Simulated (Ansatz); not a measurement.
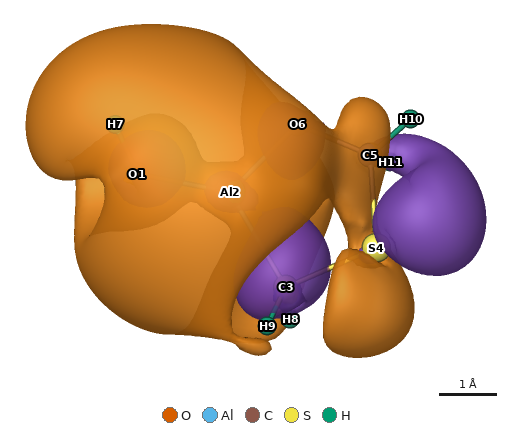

Figure. C2H5AlO2S (SMILES [OH][Al]1[CH2]SC[O]1). The LUMO at ±0.05 Å⁻³ᐟ² (orange and purple are the two phases), seen at a tilt.

Geometry: PBE0-D4/def2-TZVP.

Method: RKS PBE0-D4/def2-TZVPP (Ansatz).

```xyz
11

O     0.3038   -2.7117   -0.1146
Al    0.0792   -1.0447   -0.0606
C     0.3650    0.3219   -1.4085
S     0.7035    1.6817   -0.2511
C    -0.4373    1.1911    1.1139
O    -0.4785   -0.1848    1.3140
H     0.1901   -3.3063    0.6244
H    -0.4502    0.5552   -2.0965
H     1.2744    0.1581   -1.9880
H    -0.0461    1.7072    1.9954
H    -1.4387    1.5754    0.8920
```

### Describe this orbital and give its energy.

By Hirshfeld shares it lies mainly on Al2 (about 50 %), O1 (about 10 %), C3 (about 10 %), S4 (about 10 %) and H7 (about 10 %). Its energy is −0.48 eV.
